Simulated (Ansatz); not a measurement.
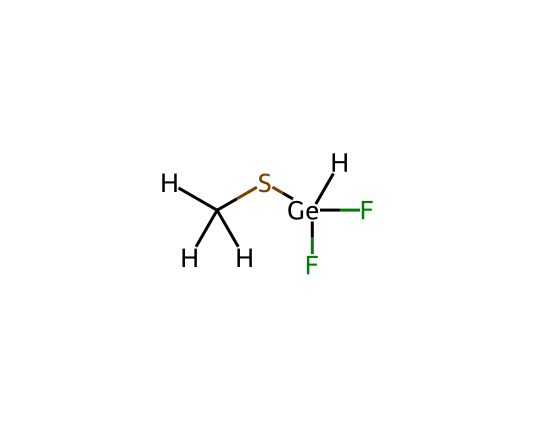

Skeletal drawing of a molecule.

Question: Transcribe the drawing into SMILES.

Answer: C[S][GeH]([F])[F]

Question: Give the formula, hydrogens included.

Answer: CH4F2GeS.

Question: An optimisation with PBE0-D4/def2-TZVP gave a structure of which point group?

Answer: C1. Other conformers may differ.

More results for the same structure follow; atom numbers are the same in all pictures, views and colours differ. The computed structure is the end point of a PBE0-D4/def2-TZVP optimisation.

## Levels of theory compared

Program: Ansatz 0.2.0.

Tabulate HOMO–LUMO gap (eV), HOMO energy (eV) at these levels: BHLYP-D4/def2-TZVPP; HSE06-D4/def2-TZVPP; PBE-D4/def2-TZVPP; PBE0-D4/def2-QZVPP; PBE0-D4/def2-SVP; PBE0-D4/def2-TZVPP; r2SCAN-D4/def2-TZVPP; ωB97M-V/def2-SVP; ωB97M-V/def2-TZVPP.

```csv
level,HOMO–LUMO gap (eV),HOMO energy (eV)
BHLYP-D4/def2-TZVPP,9.14,−8.79
HSE06-D4/def2-TZVPP,6.31,−7.25
PBE-D4/def2-TZVPP,4.90,−6.38
PBE0-D4/def2-QZVPP,6.98,−7.68
PBE0-D4/def2-SVP,7.35,−7.58
PBE0-D4/def2-TZVPP,7.09,−7.65
r2SCAN-D4/def2-TZVPP,5.45,−6.66
ωB97M-V/def2-SVP,11.56,−9.76
ωB97M-V/def2-TZVPP,11.20,−9.86
```

## Dipole moment

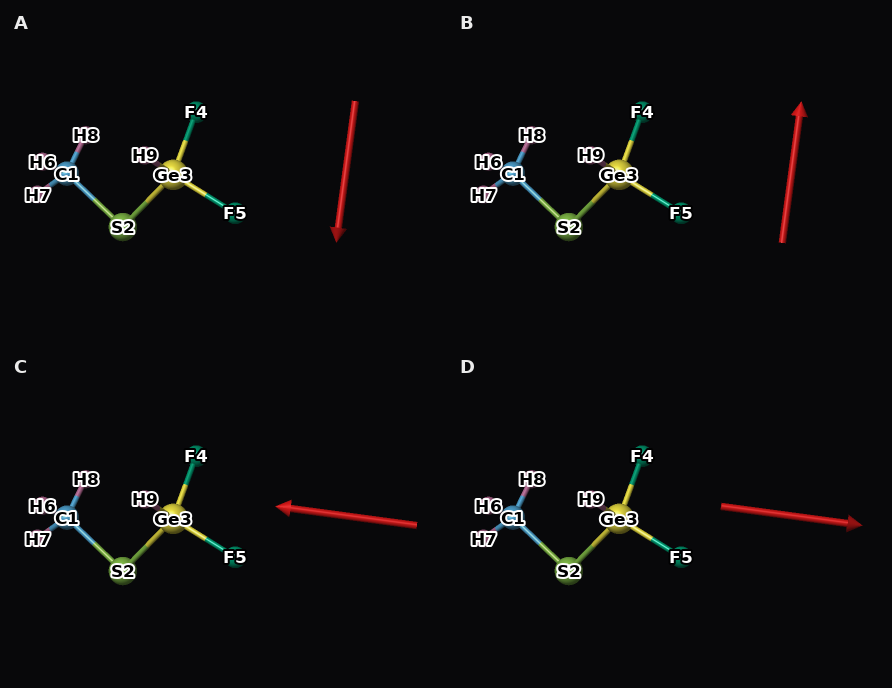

The same molecule four times, each with an arrow. Level of theory: RKS PBE0-D4/def2-TZVP (Ansatz 0.2.0).

Question: Which arrow points along the dipole moment, from the negative to the positive end?

Answer: C. The dipole moment is 3.46 D; it points from the side of F5 to the side of H6, H7 (the outermost atoms at the two ends).

## Vibrations

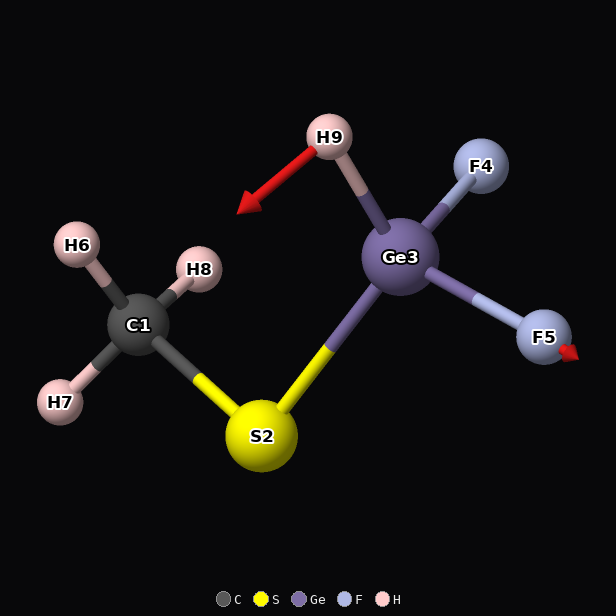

The arrows show one normal mode. Harmonic vibrations computed with RKS PBE0-D4/def2-TZVP (Ansatz 0.2.0) at a stationary point of the same level.

Question: At what wavenumber does it lie?

Answer: 733 cm⁻¹; it is mode 11 of 21 counted from the lowest.
